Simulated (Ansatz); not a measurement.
**CH3AlGe (charge −1, doublet): density, localisation and related maps**

The calculation's input:

```
crystal:
  periodic: [false, false, false]
  atoms:
    - {symbol: C, position_ang: [0.981866, 0.582260, -0.178466]}
    - {symbol: Al, position_ang: [-0.186768, -0.393756, 1.020757]}
    - {symbol: Ge, position_ang: [1.190546, -0.821565, -1.339475]}
    - {symbol: H, position_ang: [0.316408, -1.133390, 2.370219]}
    - {symbol: H, position_ang: [1.386310, 1.604308, -0.183056]}
    - {symbol: H, position_ang: [-1.802631, -0.299218, 0.983590]}
basis:
  gaussian: {orbitals: def2-TZVPD}
output: {forces: true, orbitals: {seedname: orbitals}}
magnetization: {spin_polarized: true, initial_magnetization: 1}
total_charge: -1
hamiltonian: {xc: pbe0}
```

Launched as:

```sh
ansatz run input.yaml --threads 2 --pin off --max-ram 4350MiB --events-out events.jsonl --progress --plain --runs-dir runs
```

Geometry: B3LYP-D3(BJ)/def2-SVPD.

The calculation used isolated molecule in a Gaussian basis; Kohn-Sham density functional theory, functional PBE0 in Ansatz 0.2.0.

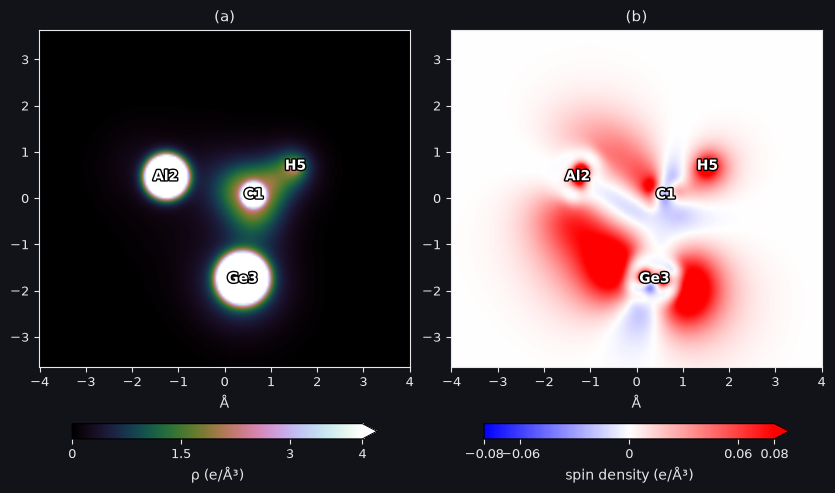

Figure 1. (a) total electron density; (b) spin density on the plane of atoms Ge3, C1 and H5.

Question: Interpret the plot.

Answer: Atoms in the plane: C, Al, Ge and H. C–Ge (1.83 Å): ρ is about 0.98 e/Å³ halfway. C–Al (1.94 Å): ρ is about 0.67 e/Å³ halfway. C–H (1.10 Å): the density is about 1.9 e/Å³ at the midpoint. The unpaired spin (1 electron) lies mostly on Ge3 (about 0.6) and Al2 (about 0.3), in electrons by Hirshfeld's partition.

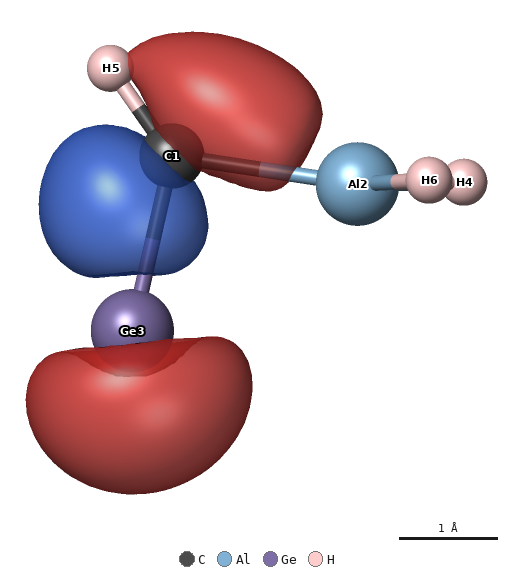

Figure 2. The HOMO−1 (β) at ±0.15 Å⁻³ᐟ² (red and blue are the two phases), seen across its widest extent.

Question: Where does this orbital lie, and at what energy?

Answer: By Hirshfeld shares it lies mainly on Ge3 (about 50 %), C1 (about 35 %) and Al2 (about 10 %). Its energy is −1.79 eV.

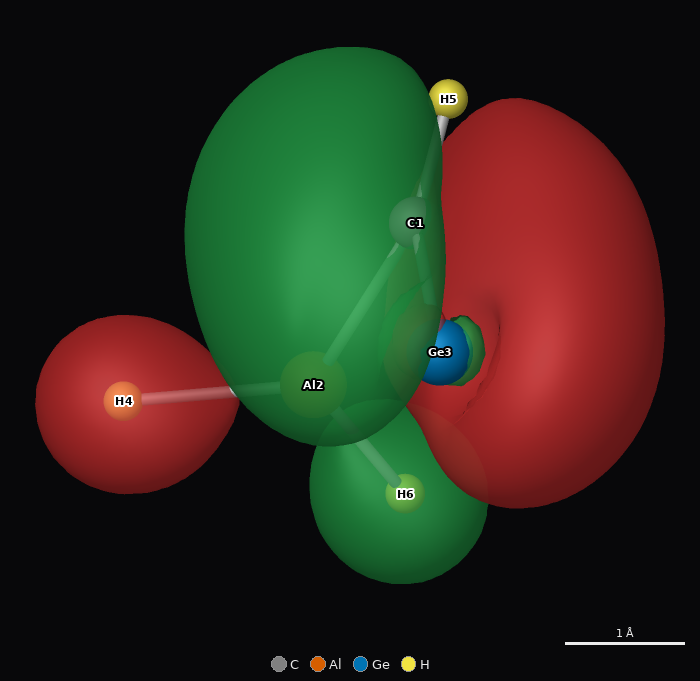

Figure 3. The HOMO (β) at ±0.08 Å⁻³ᐟ² (green and red are the two phases), seen at an oblique angle.

Question: What is the character of this orbital?

Answer: Its weight (Hirshfeld) is mainly on C1 (about 45 %) and Ge3 (about 35 %); π-bonding across C1–Ge3. Its energy is −1.33 eV.
